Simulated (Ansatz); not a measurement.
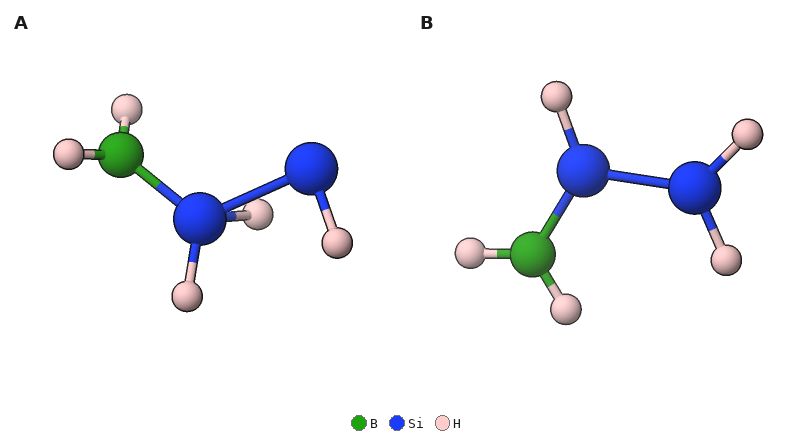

2 stationary structures of one formula. Geometries: PBE-D4/def2-SVP. Electronic energies: PBE-D4/def2-SVP (Ansatz 0.2.0), without zero-point energy. No frequency run is at hand to confirm each as a minimum. Each is one conformer, not always the lowest.

**Which structure is the most stable?**

B is lowest (Cs); A lies 0.647 eV above it (C1).
